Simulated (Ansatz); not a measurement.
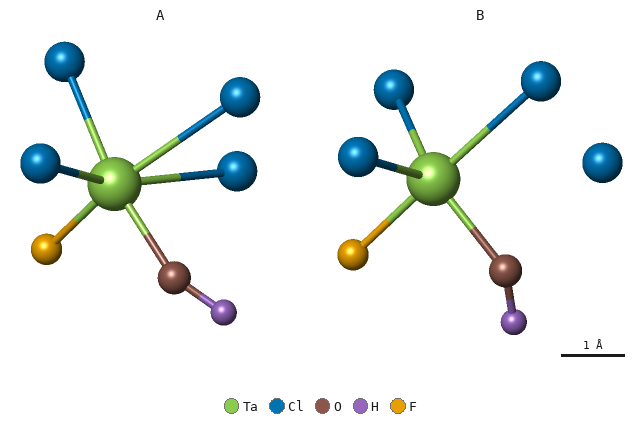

Two geometries of TaHOCl4F (multiplicity 2), drawn at one scale. One is the start of a relaxation, the other its converged end. Style: ball-and-stick. Shown at a tilt.

Theory: UKS PBE/def2-SVP (Ansatz). Settings: collinear spin; force threshold 0.03 eV/Å; at most 50 steps.

Which one is relaxed?

Answer. Structure A is the relaxed one. The run prepares an end point of a later path (reaction) calculation, from a guessed geometry. The largest move after the best rigid fit is that of the H atom, 0.90 Å. Largest moves by element: H 0.90 Å, Cl 0.74 Å, F 0.70 Å, Ta 0.26 Å, O 0.26 Å. Near-neighbour distances that change, for instance: Cl–Ta 3.382 → 2.585 Å, Cl–Cl 3.242 → 2.686 Å, Cl–Ta 2.457 → 2.554 Å, Cl–Ta 2.316 → 2.349 Å. New bonds form, among them: Cl–Ta (3.38 → 2.59 Å). Among the angles between lasting bonds that change: O–Ta–Cl 137.7° → 168.4°, Ta–O–H 132.3° → 154.2°, Cl–Ta–F 176.8° → 158.8°. After 15 accepted moves (16 points after the start) the energy has fallen by 0.650 eV. The largest force component goes from 0.68 to 0.016 eV/Å. The line search rejected the trial step at point 15 of the run.
